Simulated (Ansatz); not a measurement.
# Calculations on BNH₄S₂

## 1. Relaxation

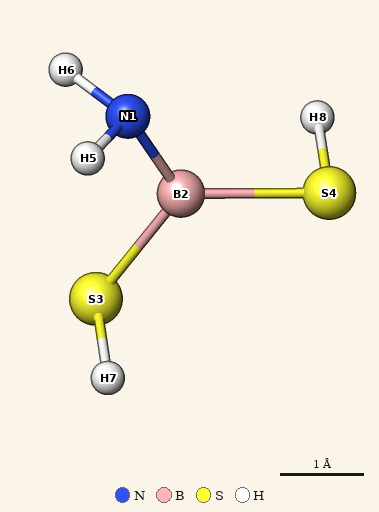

BNH₄S₂ (coarse preliminary run), before the relaxation. Style: ball-and-stick. Shown at a tilt.

Method: RKS PBE-D4/def2-SVP in Ansatz 0.2.0.

The input:
```yaml
crystal:
  periodic: [false, false, false]
  atoms:
    - {symbol: N, position_ang: [-0.684000, 1.053600, -0.305000]}
    - {symbol: B, position_ang: [-0.048900, -0.221000, 0.007400]}
    - {symbol: S, position_ang: [1.737300, -0.241200, 0.494500]}
    - {symbol: S, position_ang: [-0.937400, -1.818200, -0.093400]}
    - {symbol: H, position_ang: [-0.188200, 1.537500, -1.107800]}
    - {symbol: H, position_ang: [-0.633600, 1.727500, 0.521700]}
    - {symbol: H, position_ang: [2.213900, -0.380500, -0.824300]}
    - {symbol: H, position_ang: [-1.366800, -1.714800, 1.251100]}
basis:
  gaussian: {orbitals: def2-SVP}
hamiltonian: {xc: pbe, dispersion: d4}
relax: {f_tol: 0.03, max_steps: 250}
```

Q: Predict the outcome.

A: The optimiser took 17 steps. The atom that moves furthest after the best rigid fit is H5 (1.91 Å). Largest moves by element: H 1.91 Å, S 0.83 Å, B 0.33 Å, N 0.28 Å. Among the contacts that change: S4–H8 1.415 → 1.363 Å, S3–H7 1.409 → 1.360 Å, N1–H6 1.068 → 1.019 Å, N1–B2 1.458 → 1.410 Å. Among the angles between lasting bonds that change: B2–N1–H5 110.9° → 123.6°, B2–N1–H6 111.4° → 122.8°, H5–N1–H6 106.0° → 113.7°. Groups turn about B2–S4 by about 95°, B2–S3 by about 80°.

The structure at the end:

```xyz
8

N    -0.5757    1.0969   -0.0491
B     0.2344   -0.0551    0.0124
S     2.0531    0.1408   -0.1735
S    -0.4286   -1.7430    0.2951
H    -1.5798    1.0890    0.1210
H    -0.2004    2.0256   -0.2390
H     2.3407   -1.1866   -0.2393
H    -1.7513   -1.4246    0.2166
```

After the run, drawn alike:

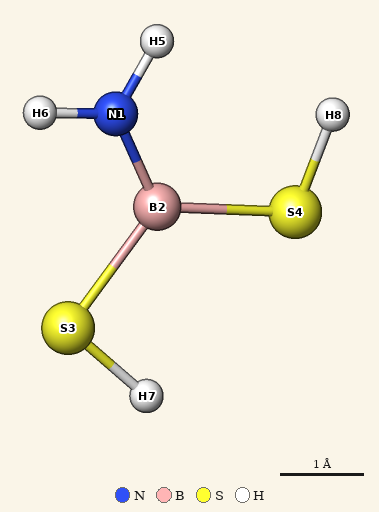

## 2. Relaxation

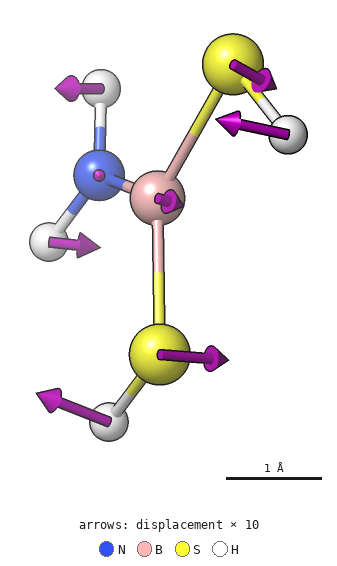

A relaxation of BNH4S2. The starting structure is drawn; purple arrows show the displacements, 10 times their true length. The two geometries are superimposed by the best rigid fit.

The picture is a ball-and-stick view, seen from a free direction.

All numbers below come from Ansatz, RKS PBE0-D4/def2-TZVP. Settings: force threshold 0.005 eV/Å; at most 200 steps.

**Describe the change and its energy.**

After 6 accepted moves (7 points after the start) the energy has fallen by 2.86 kJ/mol. The largest force component goes from 0.65 to 0.002 eV/Å. The line search rejected the trial step at point 6 of the run. The largest move after the best rigid fit is that of an H atom, 0.093 Å. By element the largest moves are H 0.093 Å, S 0.091 Å, B 0.037 Å, N 0.009 Å. Some distances before and after: H–S 1.360 → 1.341 Å, B–S 1.835 → 1.820 Å, H–N 1.018 → 1.004 Å, B–N 1.410 → 1.397 Å. The run took roughly 40 core-seconds on a shared host.

## 3. A change

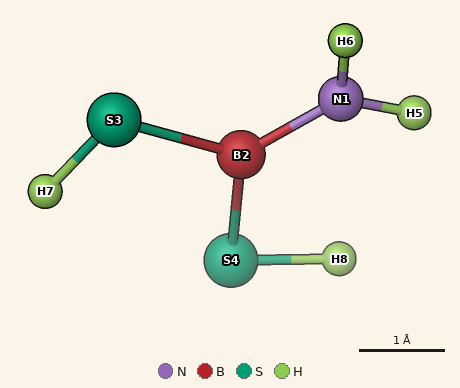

Reference structure: BNH$_{4}$S$_{2}$. Style: ball-and-stick. Shown from a free direction.

All numbers below come from Ansatz, RKS r2SCAN-D4/def2-TZVPP. 

The variant: All atoms are moved at random (σ = 0.04 Å) from the PBE0-D4/def2-TZVP minimum.

Input file:
```yaml
crystal:
  periodic: [false, false, false]
  atoms:
    - {symbol: N, position_ang: [-0.524374, 1.098784, 0.025726]}
    - {symbol: B, position_ang: [0.256356, -0.020683, -0.008146]}
    - {symbol: S, position_ang: [2.001838, 0.094874, -0.043614]}
    - {symbol: S, position_ang: [-0.458530, -1.759679, -0.016004]}
    - {symbol: H, position_ang: [-1.571347, 1.078038, -0.034211]}
    - {symbol: H, position_ang: [-0.192017, 2.039723, -0.043854]}
    - {symbol: H, position_ang: [2.332844, -1.152744, -0.093449]}
    - {symbol: H, position_ang: [-1.768696, -1.395893, -0.014405]}
basis:
  gaussian: {orbitals: def2-TZVPP}
hamiltonian: {xc: r2scan, dispersion: d4}
output: {forces: true}
```

**What does the calculation give for the changed structure?**

Energy change: +4.91 kcal/mol. The largest force is 3.1 eV/Å, on N1. The forces mostly point back along the displacements (cosine −0.71). At other levels of theory the same distortion costs 4.98 kcal/mol (RKS PBE-D4/def2-TZVPP), 4.85 kcal/mol (RKS PBE0-D4/def2-TZVPP), 4.89 kcal/mol (RKS wB97M-V/def2-TZVPP), 5.16 kcal/mol (RHF-CCSD(T), frozen core/def2-TZVPP). Among the bonded contacts that change: B2–S3 1.824 → 1.750 Å, B2–S4 1.820 → 1.880 Å, S3–H7 1.341 → 1.292 Å, N1–H5 1.004 → 1.049 Å. Bond angles that change, for instance: B2–S3–H7 97.0° → 101.1°, H5–N1–H6 113.9° → 110.3°.

## 4. Distortion

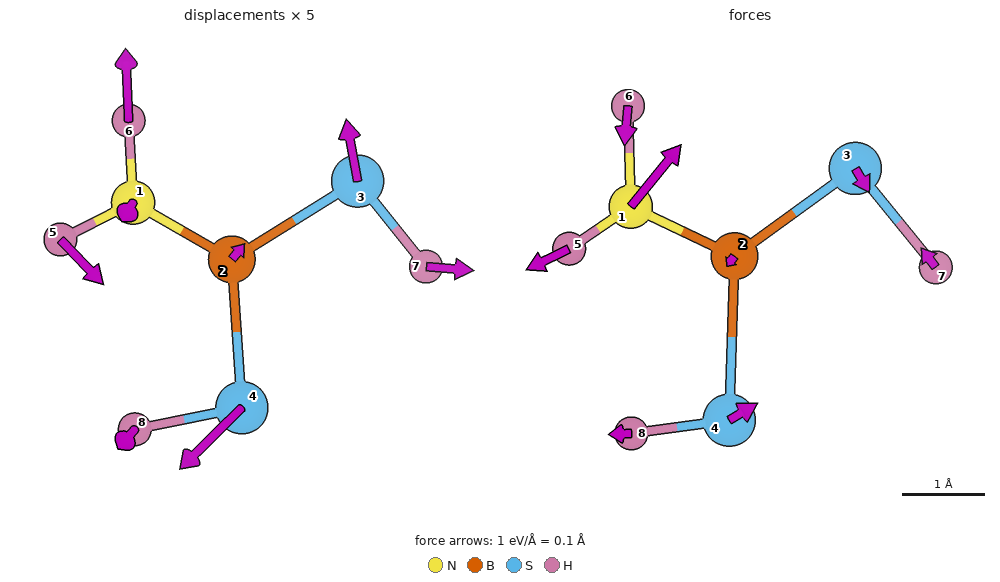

Left: BNH4S2, with purple arrows for the displacements applied to it. Right: the displaced structure with the computed forces. The picture is a ball-and-stick view, seen face on.

The calculation used RKS PBE-D4/def2-TZVPP in Ansatz. 

> Where do the forces point?

All atoms are moved at random (σ = 0.12 Å) from the PBE0-D4/def2-TZVP minimum. Energy change: +45.3 kcal/mol. The largest force is 10 eV/Å, on N1. The forces point partly back along the displacements (cosine −0.53). At other levels of theory the same distortion costs 48.0 kcal/mol (RKS r2SCAN-D4/def2-TZVPP), 49.4 kcal/mol (RKS PBE0-D4/def2-TZVPP), 49.0 kcal/mol (RKS wB97M-V/def2-TZVPP), 48.0 kcal/mol (RHF-CCSD(T), frozen core/def2-TZVPP). Some distances before and after: N1–H6 1.005 → 1.253 Å, S3–H7 1.341 → 1.564 Å, B2–S4 1.820 → 2.010 Å, N1–H5 1.004 → 0.914 Å. Among the angles between lasting bonds that change: N1–B2–S4 123.5° → 113.7°, S3–B2–S4 118.0° → 127.5°.
